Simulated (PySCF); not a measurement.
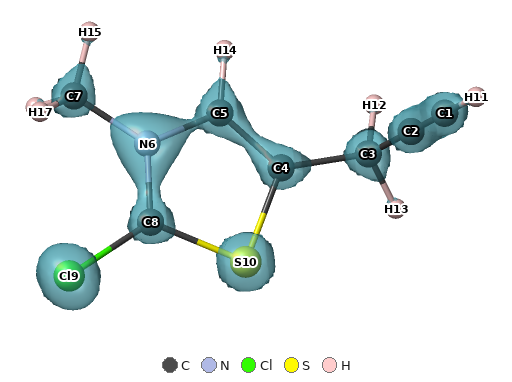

C7H7ClNS (SMILES C#CCc1c[n+](C)c(Cl)s1) (charge +1). Isosurface of the electron density at 2 e/Å³ (cyan), seen across its widest extent.

Geometry: GFN2-xTB.

These are results of PySCF 2.14.0, PBE0/pcSseg-1, SCF density, gas phase, non-relativistic, not measurements.

```xyz
17

C     3.4720    1.0015    0.8943
C     2.8608    0.1245    0.3589
C     2.0869   -0.9310   -0.2824
C     0.6436   -0.7284    0.0273
C    -0.2636    0.0139   -0.6536
N    -1.4981    0.0681   -0.0702
C    -2.6108    0.7878   -0.6397
C    -1.5711   -0.6266    1.0631
Cl   -2.9836   -0.7426    1.9888
S    -0.0876   -1.3818    1.4644
H     4.0413    1.7575    1.3484
H     2.2503   -0.8854   -1.3619
H     2.4305   -1.8994    0.0881
H    -0.0835    0.5374   -1.5756
H    -2.2426    1.5254   -1.3488
H    -3.2804    0.0994   -1.1584
H    -3.1712    1.2917    0.1463
```

Question: What does this surface tell about the bonding?

Answer: At this value the surface falls into 13 separate pieces. It bridges the sampled C–C (1.20 Å) and C–N (1.33 Å) contacts, where the density stays above the isovalue. It is pinched off along the sampled C–Cl (1.69 Å) and C–S (1.71 Å) contacts. On the grid the lowest density along these lines, outside the cores, is 2.7 e/Å³ (C–C, 1.20 Å), 2.3 e/Å³ (C–N, 1.33 Å), 1.5 e/Å³ (C–Cl, 1.69 Å) and 1.4 e/Å³ (C–S, 1.71 Å).
